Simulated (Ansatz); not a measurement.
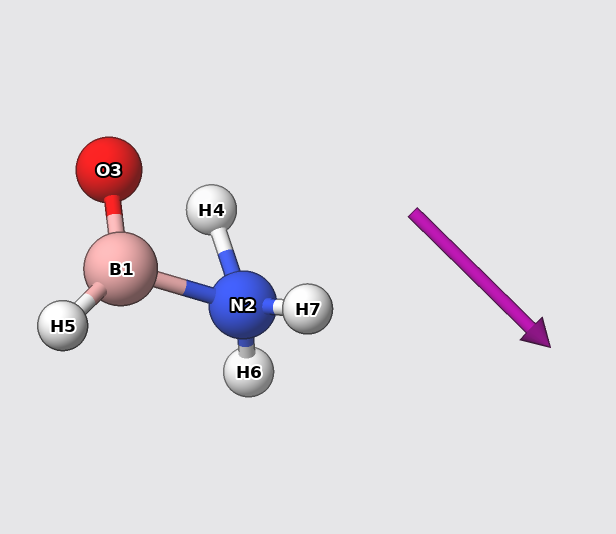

The arrow beside the molecule shows the direction of the dipole moment, from the negative to the positive end (its length means nothing). The geometry was computed by a saddle-point search with PBE0-D4/def2-TZVP. Level of theory: RKS PBE0-D4/def2-TZVP (Ansatz 0.2.0).

**How large is the dipole moment?**

4.37 D; it points from the side of O3 to the side of H6, H7 (the outermost atoms at the two ends).
